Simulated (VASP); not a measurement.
Band structure of LiNbO3 (space group R-3). Computed with r2SCAN meta-GGA, VASP's PBE PAW potentials (set 64) (plane waves; VASP).

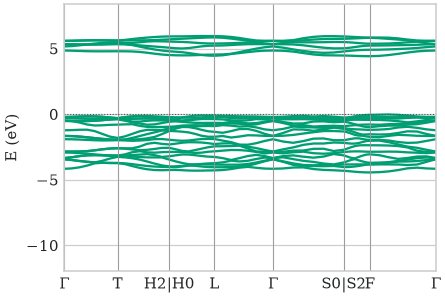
Fig. 1. Bands along high-symmetry lines, zero at the valence-band maximum or, without a gap, the Fermi level

### Question
Read the plot: is there a gap, and where are the band edges?

### Answer
The gap is direct, 4.41 eV, from the valence maximum at (-0.33, -0.33, 0.17) to the conduction minimum at (-0.33, -0.33, 0.17).

The structure comes from a computed database's LiNbO3 entry (R-3); how it stands against other phases isn't given here. It was relaxed first, which changed the volume by -5 %.
